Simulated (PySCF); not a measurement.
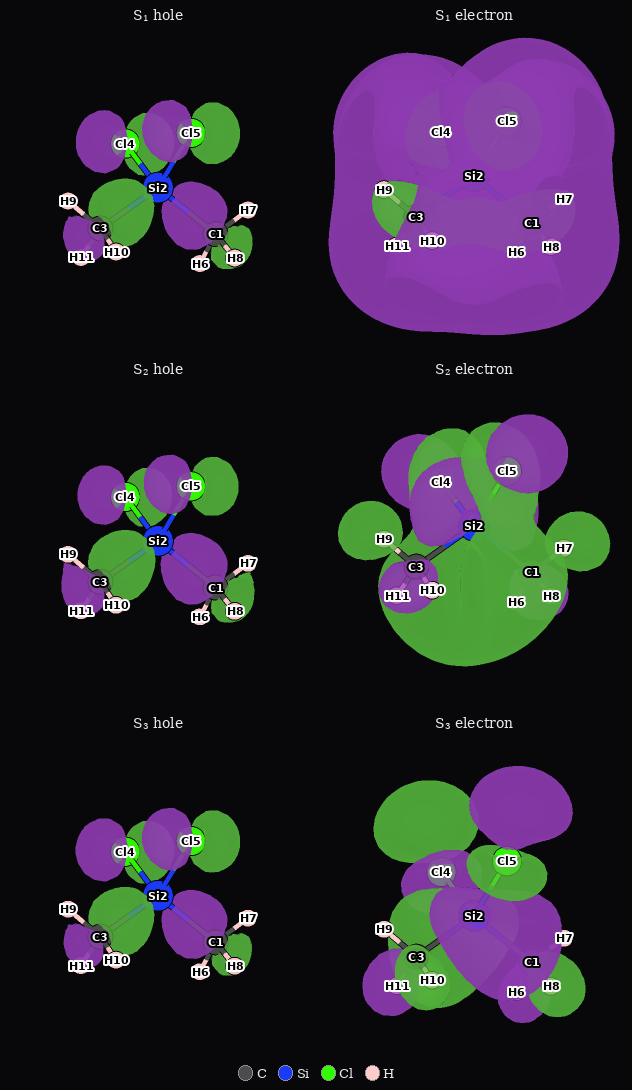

Figure 1: C$_{2}$H$_{6}$Cl$_{2}$Si, SMILES `C[Si](C)(Cl)Cl`. Leading natural transition orbitals (TDA singlet states).

PySCF calculation, ωB97X/6-311+G**, gas phase; geometry: GFN2-xTB. No frequency check shows the geometry to be a minimum. GFN2-xTB bond lengths at metals and heavier atoms can be off by up to 0.1 Å and shapes distorted, which carries into these values.

Give the energy and character of each state.

Answer. By state:
- S₁: 8.33 eV (149 nm), f = 0.174 (bright), diffuse (Rydberg-like) orbital; the leading pair carries 91 %; hole on Cl4 and Cl5 (23 % each), C1 and C3 (15 % each) and Si2 (14 %), electron on Si2 (25 %), Cl4 and Cl5 (18 % each) and C1 and C3 (8 % each) (atom shares of so diffuse an orbital are rough); their centroids lie 0.1 Å apart.
- S₂: 8.55 eV (145 nm), f = 0.025, partly diffuse acceptor orbital; the leading pair carries 94 %; hole on Cl4 and Cl5 (20 % each), C1 and C3 (17 % each) and Si2 (15 %), electron on Si2 (30 %), Cl4 and Cl5 (14 % each) and C1 and C3 (8 % each) (atom shares of so diffuse an orbital are rough); their centroids lie 0.4 Å apart; S₃ lies within 0.1 eV of it.
- S₃: 8.61 eV (144 nm), f = 0.000 (dark), partly diffuse acceptor orbital; the leading pair carries 64 %; hole on Cl4 and Cl5 (31 % each), Si2 (11 %) and C1 and C3 (11 % each), electron on Si2 (34 %), Cl4 and Cl5 (21 % each) and C1 and C3 (6 % each) (atom shares of so diffuse an orbital are rough) (shares are of the whole state, not of the leading pair alone); their centroids lie 0.1 Å apart; S₂ and S₄ lie within 0.1 eV of it.
